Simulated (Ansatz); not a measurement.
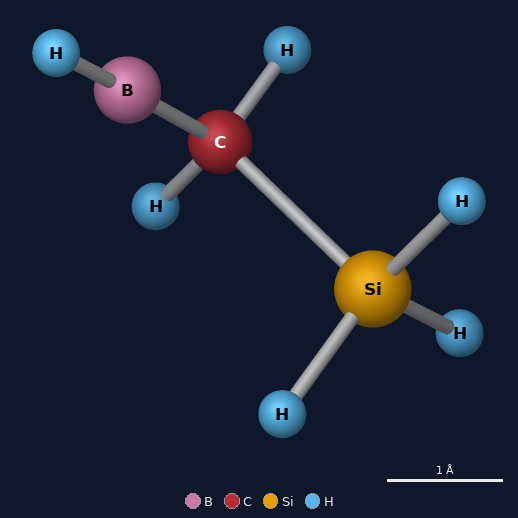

The species has charge +1 and is a spin singlet. The geometry was computed by an optimisation with PBE0-D4/def2-TZVP. No frequency run is at hand to confirm it as a minimum.

Identify the structure.

It has 9 atoms: 1 carbon, 6 hydrogen, 1 boron and 1 silicon (CH6BSi(+)). The point group is Cs. Coordination: 1 B linear; 1 C tetrahedral; 1 Si tetrahedral.
